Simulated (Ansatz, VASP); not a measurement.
## Cross-check of MgI2 between VASP and Ansatz

Aim: how closely do two programs agree when they are given the same cell, functional and k mesh? The cell is taken from a series of VASP runs on this material, whose earlier steps may have relaxed, scaled or displaced it; both programs get it as it stands. Valence electrons are named where the data sets of a main pair hold unlike numbers.

Main program and level: Ansatz 0.2.0; plane waves, with VASP 6.6.1 beside it; band structure at r2SCAN.

### Step 1. Set-up

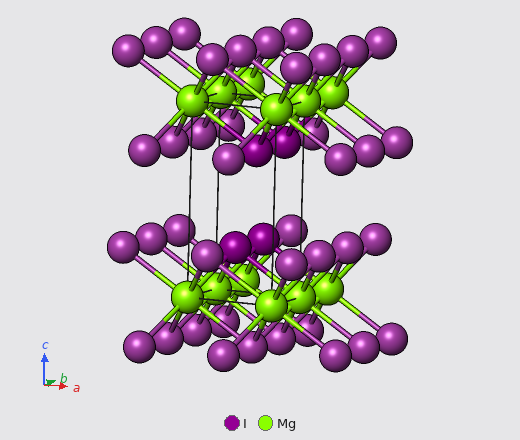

Start, viewed slightly off an axis; iodine purple, magnesium green. 1×2×1 cells are drawn. Some periodic images of atoms are drawn too.

Structure file:

```
I Mg
1.0
     4.12262    0.00000    0.00000
    -2.06131    3.57030    0.00000
     0.00000    0.00000    6.96375
I Mg
2 1
Cartesian
  2.0613 1.1901 5.2982
  0.0000 2.3802 1.6655
  0.0000 0.0000 0.0000
```

### Step 2. VASP: band structure, r2SCAN

The same path points are solved in both programs, so levels can be compared one by one.

Lines of VASP's logs that name or quote its potential files are left out, and so is its time.

INCAR reads:

```
SYSTEM = MgI2
PREC = Accurate
ENCUT = 400
EDIFF = 1E-06
NELM = 100
ISMEAR = -1
SIGMA = 0.05
LREAL = .FALSE.
ALGO = Normal
METAGGA = R2SCAN
LASPH = .TRUE.
LORBIT = 11
LWAVE = .FALSE.
LCHARG = .FALSE.
```

POSCAR reads:

```
MgI2
1.0
    4.1226219969      0.0000000000      0.0000000000
   -2.0613109984      3.5702953795      0.0000000000
    0.0000000000      0.0000000000      6.9637543950
I Mg
2 1
Direct
    0.6666666667      0.3333333333      0.7608283187
    0.3333333333      0.6666666667      0.2391716813
    0.0000000000      0.0000000000      0.0000000000
```

KPOINTS reads:

```
Automatic mesh
0
Gamma
6 6 4
0 0 0
```

KPOINTS_OPT reads:

```
Line mode
16
Line-mode
Reciprocal
  0.00000000   0.00000000   0.00000000 GAMMA
  0.50000000   0.00000000   0.00000000 M

  0.50000000   0.00000000   0.00000000 M
  0.33333333   0.33333333   0.00000000 K

  0.33333333   0.33333333   0.00000000 K
  0.00000000   0.00000000   0.00000000 GAMMA

  0.00000000   0.00000000   0.00000000 GAMMA
  0.00000000   0.00000000   0.50000000 A

  0.00000000   0.00000000   0.50000000 A
  0.50000000   0.00000000   0.50000000 L

  0.50000000   0.00000000   0.50000000 L
  0.33333333   0.33333333   0.50000000 H

  0.33333333   0.33333333   0.50000000 H
  0.00000000   0.00000000   0.50000000 A

  0.50000000   0.00000000   0.50000000 L
  0.50000000   0.00000000   0.00000000 M

  0.33333333   0.33333333   0.00000000 K
  0.33333333   0.33333333   0.50000000 H
```

Potentials, in the order of the species: I and Mg (PBE family, release 64).

Started as:

```console
mpirun -np 1 vasp_std
```

Numbers of over 12 decimals in the logs are rounded to 6 here.

Log:

```text
[banner, memory and clock lines left out]
running    1 mpi-ranks, on    1 nodes
 distrk:  each k-point on    1 cores,    1 groups
 distr:  one band on    1 cores,    1 groups

 POSCAR found type information on POSCAR I Mg
 POSCAR found :  2 types and       3 ions
|                                                                             |
|               ----> ADVICE to this user running VASP <----                  |
|                                                                             |
|     You enforced a specific xc type in the INCAR file but a different       |
|     [... a line on the potential file left out ...]
|     I HOPE YOU KNOW WHAT YOU ARE DOING!                                     |
|                                                                             |

 LDA part: xc-table for (None), standard interpolation
 POSCAR, INCAR and KPOINTS ok, starting setup
 FFT: planning ... GRIDC
 FFT: planning ... GRID_SOFT
 FFT: planning ... GRID
 WAVECAR not read
 entering main loop
       N       E                     dE             d eps       ncg     rms          rms(c)
DAV:   1     0.232741995947E+02    0.23274E+02   -0.53374E+03   576   0.876E+02
DAV:   2    -0.539275374488E+02   -0.77202E+02   -0.70964E+02   832   0.143E+02
DAV:   3    -0.593019101993E+02   -0.53744E+01   -0.53538E+01   724   0.466E+01
DAV:   4    -0.593867626078E+02   -0.84852E-01   -0.84838E-01   716   0.745E+00
DAV:   5    -0.593882205788E+02   -0.14580E-02   -0.14579E-02   724   0.956E-01    0.443E+00
DAV:   6    -0.569059692047E+02    0.24823E+01   -0.65867E-01   608   0.643E+00    0.388E+00
DAV:   7    -0.569177103949E+02   -0.11741E-01   -0.15738E-01   684   0.265E+00    0.113E+00
DAV:   8    -0.569185585573E+02   -0.84816E-03   -0.40142E-03   656   0.492E-01    0.513E-01
DAV:   9    -0.569190729358E+02   -0.51438E-03   -0.13347E-03   684   0.325E-01    0.139E-01
DAV:  10    -0.569190574942E+02    0.15442E-04   -0.11018E-04   688   0.887E-02    0.462E-02
DAV:  11    -0.569190682702E+02   -0.10776E-04   -0.19677E-05   712   0.336E-02    0.180E-02
DAV:  12    -0.569190687383E+02   -0.46811E-06   -0.27667E-06   672   0.150E-02
   1 F= -.56919069E+02 E0= -.56919069E+02  d E =-.720425E-10
 Start KPOINTS_OPT (optional k-point list driver)
k-point batch [1-24\144]
       N       E                     dE             ncg
DAV:   1     0.127337241357E+04   -0.54464E+04      576
DAV:   2    -0.664767260280E+03   -0.19381E+04      856
DAV:   3    -0.802819474418E+03   -0.13805E+03      720
DAV:   4    -0.805326313933E+03   -0.25068E+01      784
DAV:   5    -0.805365326441E+03   -0.39013E-01      736
DAV:   6    -0.805366827923E+03   -0.15015E-02      844
DAV:   7    -0.805366867983E+03   -0.40060E-04      632
DAV:   8    -0.805366870440E+03   -0.24572E-05      588
DAV:   9    -0.805366870509E+03   -0.68635E-07      476
[...]
k-point batch [121-144\144]
       N       E                     dE             ncg
DAV:   1     0.956149887571E+03   -0.96057E+04      576
DAV:   2    -0.786254325794E+03   -0.17424E+04      732
DAV:   3    -0.915950749329E+03   -0.12970E+03      712
DAV:   4    -0.918693677706E+03   -0.27429E+01      792
DAV:   5    -0.918738747915E+03   -0.45070E-01      724
DAV:   6    -0.918740557287E+03   -0.18094E-02      828
DAV:   7    -0.918740600117E+03   -0.42831E-04      624
DAV:   8    -0.918740602599E+03   -0.24813E-05      532
DAV:   9    -0.918740602735E+03   -0.13681E-06      448
```

Parts of OUTCAR (step 2):

```text
ion  position               nearest neighbor table
   1  0.667  0.333  0.761-   3 2.91   3 2.91   3 2.91
   2  0.333  0.667  0.239-   3 2.91   3 2.91   3 2.91
   3  0.000  0.000  0.000-   1 2.91   2 2.91   2 2.91   1 2.91   1 2.91   2 2.91

  LATTYP: Found a hexagonal cell.
 ALAT       =     4.1226219969
 C/A-ratio  =     1.6891566581

 Subroutine GETGRP returns: Found 12 space group operations
 (whereof 12 operations were pure point group operations)

The static configuration has the point symmetry D_3d.

 Found     24 irreducible k-points:

   k-points           NKPTS =     24   k-points in BZ     NKDIM =     24   number of bands    NBANDS=     12

   dimension x,y,z NGX =    28 NGY =   28 NGZ =   48
   dimension x,y,z NGXF=    56 NGYF=   56 NGZF=   96

   ENCUT  =  400.0 eV  29.40 Ry    5.42 a.u.   6.72  6.72 11.36*2*pi/ulx,y,z

   NELECT =      16.0000    total number of electrons

 k-points in reciprocal lattice and weights: Automatic mesh
   0.00000000  0.00000000  0.00000000       0.007
   0.16666667  0.00000000  0.00000000       0.042
   0.33333333 -0.00000000  0.00000000       0.042
   0.50000000  0.00000000  0.00000000       0.021
   0.16666667  0.16666667  0.00000000       0.042
   0.33333333  0.16666667  0.00000000       0.083
   0.33333333  0.33333333  0.00000000       0.014
   0.00000000  0.00000000  0.25000000       0.014
   0.16666667  0.00000000  0.25000000       0.042
[...]
0.33333333  0.16666667  0.50000000       0.083
   0.33333333  0.33333333  0.50000000       0.014

 average (electrostatic) potential at core
       1 -97.3566       2 -97.3566       3 -42.3288

 E-fermi :   3.0323

 k-point     1 :       0.0000    0.0000    0.0000
  band No.  band energies     occupation
    ...
      4       1.5785      2.00000
      5       1.5785      2.00000
      6       1.9381      2.00000
      7       1.9676      2.00000
      8       1.9676      2.00000
      9       6.6141      0.00000
     10       7.5145      0.00000
     11       9.3667      0.00000
     12       9.3667      0.00000

 k-point     2 :       0.1667    0.0000    0.0000
  band No.  band energies     occupation
    ...
      4       0.5618      2.00000
      5       1.0987      2.00000
      6       1.2615      2.00000
      7       1.8591      2.00000
      8       1.8944      2.00000
      9       7.4268      0.00000
     10       8.1003      0.00000
     11       8.9257      0.00000
     12       9.7876      0.00000

 k-point     3 :       0.3333   -0.0000    0.0000
  band No.  band energies     occupation
    ...
      4      -0.6732      2.00000
      5       0.0120      2.00000
      6       0.8030      2.00000
      7       1.5090      2.00000
      8       1.6574      2.00000
      9       6.7030      0.00000
     10       8.1734      0.00000
     11       8.4911      0.00000
     12       9.7978      0.00000

  Total        0.7535137      0.7535137      0.5188340      0.0000000      0.0000000     -0.0000000
  in kB       11.7782454     11.7782454      8.1099455      0.0000000      0.0000000     -0.0000000
  external PRESSURE =      10.5554788 kB  Pullay stress =       0.0000000 kB

  energy-cutoff  :      400.00
  volume of cell :      102.50
      direct lattice vectors                 reciprocal lattice vectors
     4.122621997  0.000000000  0.000000000     0.242564077  0.140044435  0.000000000
    -2.061310998  3.570295380  0.000000000     0.000000000  0.280088870  0.000000000
     0.000000000  0.000000000  6.963754395     0.000000000  0.000000000  0.143600699

 POSITION                                       TOTAL-FORCE (eV/Angst)
 -----------------------------------------------------------------------------------
      2.06131      1.19010      5.29822        -0.000000      0.000000     -0.056845
     -0.00000      2.38020      1.66553         0.000000      0.000000      0.056845
      0.00000      0.00000      0.00000         0.000000      0.000000      0.000000
 -----------------------------------------------------------------------------------
    total drift:                                0.000000     -0.000000      0.000000

  FREE ENERGIE OF THE ION-ELECTRON SYSTEM (eV)
  ---------------------------------------------------
  free  energy   TOTEN  =       -56.9190687383 eV

  energy  without entropy=      -56.9190687382  energy(sigma->0) =      -56.91906874

 total charge
# of ion       s       p       d       tot
------------------------------------------
    1        1.504   2.880   0.013   4.397
    2        1.504   2.880   0.013   4.397
    3        0.126   0.110   0.028   0.264
--------------------------------------------------
tot          3.134   5.870   0.054   9.059

[... 3 further parts left out ...]
```

The run ends at a pressure of 1.06 GPa, with forces up to 0.057 eV/Å.

### Step 3. Ansatz: band structure, r2SCAN

Ansatz runs on its default PAW (the set named soft_2) files.

The same cell, functional, mesh and smearing now go to Ansatz, which takes its cutoff from its data sets.

input.yaml reads:

```yaml
crystal:
  lattice:
    - [4.1226219969, 0.0, 0.0]
    - [-2.0613109984, 3.5702953795, 0.0]
    - [0.0, 0.0, 6.963754395]
  atoms:
    - { symbol: I, position: [0.6666666667, 0.3333333333, 0.7608283187] }
    - { symbol: I, position: [0.3333333333, 0.6666666667, 0.2391716813] }
    - { symbol: Mg, position: [0.0, 0.0, 0.0] }
hamiltonian:
  xc: r2scan
  pseudopotentials: { kind: paw }
kpoints:
  mp_grid: { grid: [6, 6, 4] }
  band_path:
    path:
      - [0.0, 0.0, 0.0]
      - [0.13333, 0.0, 0.0]
      - [0.3, 0.0, 0.0]
      - [0.46667, 0.0, 0.0]
      - [0.46667, 0.06667, 0.0]
      - [0.41111, 0.17778, 0.0]
      - [0.35556, 0.28889, 0.0]
      - [0.28889, 0.28889, 0.0]
      - [0.17778, 0.17778, 0.0]
      - [0.06667, 0.06667, 0.0]
      - [0.0, 0.0, 0.03333]
      - [0.0, 0.0, 0.2]
      - [0.0, 0.0, 0.36667]
      - [0.0, 0.0, 0.5]
      - [0.16667, 0.0, 0.5]
      - [0.3, 0.0, 0.5]
      - [0.46667, 0.0, 0.5]
      - [0.46667, 0.06667, 0.5]
      - [0.41111, 0.17778, 0.5]
      - [0.35556, 0.28889, 0.5]
      - [0.28889, 0.28889, 0.5]
      - [0.17778, 0.17778, 0.5]
      - [0.06667, 0.06667, 0.5]
      - [0.5, 0.0, 0.46667]
      - [0.5, 0.0, 0.3]
      - [0.5, 0.0, 0.13333]
      - [0.33333, 0.33333, 0.0]
      - [0.33333, 0.33333, 0.16667]
      - [0.33333, 0.33333, 0.33333]
      - [0.33333, 0.33333, 0.5]
    npoints: 1
scf:
  occupations: { method: fermi_dirac, width: 0.05 }
  n_extra_bands: 7
output:
  forces: true
  stress: true
  eigenvalues: true
  write_density: true
  write_potential: true
  elf: true
  volumetric_format: npy
```

Started as:

```console
ansatz run input.yaml --threads 2 --pin off --max-ram 4608MiB --backend cpu --events-out ev --progress --plain --runs-dir out
```

Log:

```text
scf.n_extra_bands = 7 over 22 filled bands (N_el = 44.0): the run solves 29 bands
Engine: ansatz 0.2.0, x86_64-unknown-linux-gnu
Pseudopotentials: kind: paw
Pseudopotential: I, paw, valence charge 17, recommended cutoff 500 eV (meta_gga), I.paw.azcp
Pseudopotential: Mg, paw, valence charge 10, recommended cutoff 500 eV (meta_gga), Mg.paw.azcp
Functional definition: r2SCAN
  parameter k0 = 0.174
  parameter k1 = 0.065
  parameter a1 = 4.9479
  exchange = r2scan_x(k0 = k0, k1 = k1, a1 = a1)
  correlation = r2scan_c
Crystal: 3 atoms, lattice volume = 102.499 Å³
Basis set: ecut = 500 eV, 2623 PW (Γ), exchange–correlation on 128×128×216 points (64 copies of the dense FFT grid, shifted against one another)
Bands: 29, of which v1, the nominal top of the filled ones, is band 22 counted from 1 (21 counted from 0)
Symmetry: 12 space group operations
Space group: P-3m1 (ITA 164), of the structure as read, at distance tolerance 4.7e-5 Å
k-points: 24 of 144
Non-local potential: I, projectors of the file, l = 0: 2, l = 1: 2, l = 2: 2, l = 3: 2
Non-local potential: Mg, projectors of the file, l = 0: 3, l = 1: 2, l = 2: 1
PAW form: soft (Blöchl's): semilocal exchange-correlation on the pseudo side does not see the compensation charge
PAW frozen core: I, regenerated for the run's functional (the file was generated under x = pbe(κ = 0.804, μ = 0.219515), c = pbe(β = 0.066725))
PAW frozen core: Mg, regenerated for the run's functional (the file was generated under x = pbe(κ = 0.804, μ = 0.219515), c = pbe(β = 0.066725))
PAW one-centre angular grid: I, 590 points (default); XC on 160 Gauss nodes
PAW one-centre angular grid: Mg, 302 points (default); XC on 224 Gauss nodes
Initial density: superposition of atomic densities (neutral atoms: chi_scale 0, normalization atom), corrected by the library's trained network
Initial wavefunctions: pseudopotential atomic-orbital guess
Functional: x = r2scan, c = r2scan; τ floored in thin density (d = 2e-4 eV/Å³)
SCF iter   1: F=—  HF=-16986.089221 eV  |F-HF|=—  |Δ(HF+E_count)|=         —  Δρ=4.23e-3  dr2=1.52e-2  dr2_τ=2.59e-3  ethr=1.77e-3  ⟨swp⟩=8.0  Hψ=3634  notcnv=0  defer=7
preconditioner: auto → Resta (q_TF=auto, 2.370 Å⁻¹)  ε∞=2.6  [insulator: Δε(μ)=4.192 eV  Ē_g=11.744 eV  σ=0.050 eV  W_gap=1.00  n_scr=22 (ndim 8)  ℏωp=14.7 eV  f_vac=0.108  D(μ)=0.00/eV (n_scr^D=0)  ε∞_Penn≈2.6]
SCF iter   2: F=—  HF=-16986.123985 eV  |F-HF|=—  |Δ(HF+E_count)|=   3.48e-2  Δρ=1.94e-3  dr2=4.24e-3  dr2_τ=7.39e-5  ethr=3.45e-5  ⟨swp⟩=2.2  Hψ=1547  notcnv=0  defer=45
SCF iter   3: F=—  HF=-16986.124194 eV  |F-HF|=—  |Δ(HF+E_count)|=   2.09e-4  Δρ=5.20e-4  dr2=2.66e-4  dr2_τ=1.07e-5  ethr=9.65e-6  ⟨swp⟩=3.0  Hψ=1179  notcnv=0  defer=45
SCF iter   4: F=—  HF=-16986.124263 eV  |F-HF|=—  |Δ(HF+E_count)|=   6.90e-5  Δρ=1.06e-4  dr2=1.03e-5  dr2_τ=2.48e-7  ethr=6.04e-7  ⟨swp⟩=2.9  Hψ=1165  notcnv=0  defer=45
SCF iter   5: F=—  HF=-16986.124266 eV  |F-HF|=—  |Δ(HF+E_count)|=   2.45e-6  Δρ=1.62e-5  dr2=2.73e-7  dr2_τ=9.06e-9  ethr=2.34e-8  ⟨swp⟩=2.0  Hψ=843  notcnv=0  defer=45
SCF iter   6: F=-16986.124266 eV  HF=-16986.124266 eV  |F-HF|=4.35e-8  |Δ(HF+E_count)|=   4.27e-8  Δρ=6.86e-6  dr2=6.92e-8  dr2_τ=1.39e-9  ethr=2.27e-10  ⟨swp⟩=16.1  Hψ=5174  notcnv=0
SCF 1 converged in 6 iterations: F = -16986.124266 eV  dr2 = 6.92e-8
  greatest PAW one-centre occupation: 1.000 electrons in one spin orbital (limit 2), on the Mg atom at site 2 (counted from 0), in its partial waves of l = 0
NSCF: frozen V_eff on 30 k-points
SCF converged after 6 iterations
Free energy (F): -16986.124266 eV
Harris-Foulkes:  -16986.124266 eV  (|F-HF|=4.35e-8)
Internal energy: -16986.124266 eV  (E = F + TS)
E sigma→0 (E₀):  -16986.124266 eV
Fermi energy:    6.676839 eV
--- Per-component energies (eV) ---
  E_band       = -1169.246184
  E_kinetic    = 453.780791
  E_local      = -5879.983201  (includes V_loc(G=0)·N_el)
  E_nonlocal   = -84.887040
  E_hartree    = 2771.787284
  E_xc         = -269.477972
  E_vxc        = -319.159321  (∫ρ·V_xc dr)
  E_paw        = -9975.214645  (= ΣΔE_a)
  E_vpaw       = -901.338540  (= ΣTr[D̂ρ^β])
  E_aug_tail   = -0.000056  (compensation charges beyond the density's cutoff)
  E_vtau       = 18.769159  (kinetic-family band-sum trace: ∫τ·v_τ [+ j·A + Jᵃ·Aᵃ] dr)
  E_ewald      = -4002.249324
  E_core_change = 0.119898  (= ΣΔE_core)
  E_smearing   = -0.000000  (= −TS)
  E_closure    = 0.000000  (closes the sum)
  Σ components = -16986.124266   (vs F -16986.124266, Δ=0.00e0)
--- Forces (eV/Å), atoms counted from 1 ---
  atom   1  I     -0.00000000     0.00000000    -0.07434469
  atom   2  I      0.00000000    -0.00000000     0.07434469
  atom   3  Mg    -0.00000000     0.00000000    -0.00000000
  max |Σ_I F_I| component: 4.63e-18 eV/Å
--- Stress (GPa, compression-positive) ---
        1.287309      -0.000000       0.000000
       -0.000000       1.287309       0.000000
        0.000000       0.000000       0.910222
  P = ⅓ Tr σ = 1.1616 GPa (11.616 kbar)
--- Band table (eV; the first three rows and the last of 24) ---
  k-point 0: bands = [... 18 lower, 4.1770, 4.5346, 4.5675, 4.5675, 9.2395, 10.1313, 12.0055, 12.0055, ... 3 higher]
  k-point 1: bands = [... 18 lower, 4.2127, 4.2127, 4.5297, 4.5297, 9.7288, 10.1869, 11.9150, 11.9150, ... 3 higher]
  k-point 2: bands = [... 18 lower, 4.2602, 4.2602, 4.4801, 4.4801, 10.1593, 10.2336, 11.8378, 11.8378, ... 3 higher]
  k-point 23: bands = [... 18 lower, 1.7842, 2.3448, 3.9892, 3.9892, 10.1087, 11.0090, 11.0090, 12.4730, ... 3 higher]
```

It took 5.2 s on 2 threads of Intel Xeon 6975P-C (Granite Rapids), shared host; peak memory 0.65 GiB.

Reading the cycles: dr2 is the Hartree energy of the density residual (eV), the measure of convergence; HF is the Harris–Foulkes estimate of the energy, which meets the free energy F at convergence.

### Step 4. Comparison

Known differences besides the potentials themselves: VASP keeps PBE cores, Ansatz makes them for the functional; the data sets hold 44 valence electrons in Ansatz (on its default PAW (the set named soft_2) files) and 16 in VASP; the cutoff is 500 eV in Ansatz and 400 eV in VASP. Total energies have different zeros and are not compared.

Both answers:

```csv
quantity,Ansatz,VASP,difference
pressure (GPa),1.16,1.06,+0.11
gap over the path points (eV),4.214,4.185,+0.029
```

Forces (eV/Å; atoms numbered as in POSCAR):

| atom | Ansatz x, y, z | VASP x, y, z |
| --- | --- | --- |
| I1 | 0.000, 0.000, -0.074 | 0.000, 0.000, -0.057 |
| I2 | 0.000, 0.000, 0.074 | 0.000, 0.000, 0.057 |
| Mg3 | 0.000, 0.000, 0.000 | 0.000, 0.000, 0.000 |

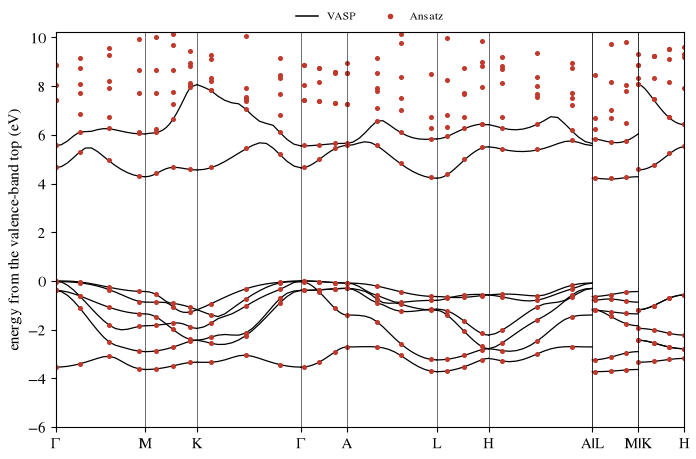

Bands from VASP (lines) and levels from Ansatz (dots). Dots without a line are higher empty bands that the VASP plot leaves out.

Levels at points of the path, from each program's valence-band top (eV; 4 filled, then empty):

```csv
k (reciprocal lattice),Ansatz,VASP
0.000 0.000 0.000,-0.39 -0.03 0.00 0.00 4.67 5.56,-0.39 -0.03 0.00 0.00 4.65 5.55
0.133 0.000 0.000,-0.61 -0.61 -0.08 -0.04 5.32 6.14,-0.61 -0.61 -0.07 -0.04 5.29 6.12
0.300 0.000 0.000,-1.82 -1.08 -0.37 -0.26 4.95 6.27,-1.82 -1.09 -0.36 -0.26 4.92 6.25
0.467 0.000 0.000,-1.87 -1.34 -0.85 -0.43 4.33 6.06,-1.86 -1.35 -0.84 -0.43 4.30 6.04
0.467 0.067 0.000,-1.82 -1.47 -0.88 -0.55 4.43 6.10,-1.82 -1.48 -0.87 -0.55 4.40 6.09
0.411 0.178 0.000,-1.99 -1.73 -1.07 -0.92 4.69 6.66,-1.99 -1.73 -1.07 -0.92 4.67 6.64
0.356 0.289 0.000,-2.40 -1.88 -1.27 -1.09 4.61 7.97,-2.40 -1.89 -1.27 -1.08 4.58 7.95
0.289 0.289 0.000,-2.31 -1.73 -1.40 -0.94 4.68 7.84,-2.31 -1.74 -1.40 -0.94 4.65 7.82
0.178 0.178 0.000,-2.14 -1.04 -0.75 -0.33 5.45 7.08,-2.14 -1.04 -0.75 -0.33 5.42 7.06
0.067 0.067 0.000,-0.71 -0.34 -0.08 -0.06 5.20 6.11,-0.71 -0.34 -0.07 -0.05 5.18 6.09
```

The forces differ by 8.2 meV/Å r.m.s., which is 30.8 % of the r.m.s. force of 0.027 eV/Å (both taken over all components). Among the levels compared at these points, filled levels agree within 4 meV and empty ones within 32 meV. Ansatz's pressure holds a Pulay correction of 0.02 GPa; VASP's holds none.

### Step 5. Summary of results

```yaml
largest_difference_of_a_filled_level_at_the_path_points_band_structure_r2scan: 4.3 meV
r_m_s_force_difference_band_structure_r2scan: 8.2 meV/Å
```

What this shows: The r.m.s. force difference is 8.2 meV/Å (band structure, r2SCAN), within the 12 meV/Å picked in this series as the mark of a large difference. The data sets hold unlike numbers of valence electrons (44 in Ansatz and 16 in VASP), so part of the differences comes from the potentials. How closely two codes agree says nothing of how well the functional describes the real material.

[Lines on the potential files, build, host, timing and source positions are cut from VASP's logs without a mark.]

[Logs are printed without paths, hosts, clocks, repeated set-up lines and the standing remarks that a program may print on its own settings, such as how far it seeks lower states.]

[Hosts, paths, dates, database ids (printed as entryN), source tags and the programs' standing remarks are cut or masked in the printed files.]
